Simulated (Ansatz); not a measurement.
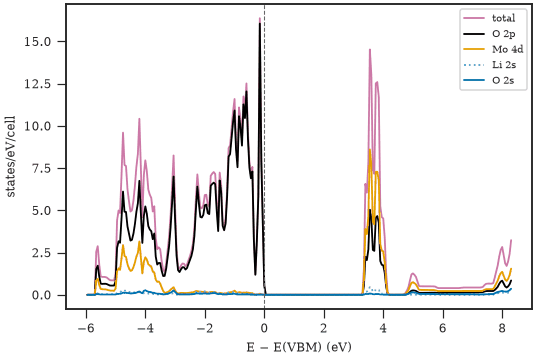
*Total and projected density of states of Li₄MoO₅ in space group I4 (No. 79; Li on 8c, Mo on 2a, O on 8c, O on 2a), the program Ansatz at the r²SCAN level (PAW)*

Question: Which orbitals carry the states next to the gap?

Answer: Top 1 eV of the valence band: O 2p 96 %. Bottom 1 eV of the conduction band: Mo 4d 58 %, O 2p 36 %. Projections are on Löwdin-orthogonalised atomic valence shells; empty p or d shells of many metals are not among them.

The first step of the workflow began from a Materials Project structure, measured or hypothetical; the Crystallography Open Database copy checked does not list it. COD files the formula under space group No. 2, so this cell is another polymorph or a model. Whether it is the stable phase at ambient conditions was not checked. The cell was relaxed with r²SCAN under the symmetry of its start; its stability against distortions is not shown here. The run is not spin-polarised. No Hubbard U is applied. Scalar-relativistic: spin–orbit coupling is off unless named, which matters more the heavier the elements.

Potentials: the later of the program's two PAW sets.
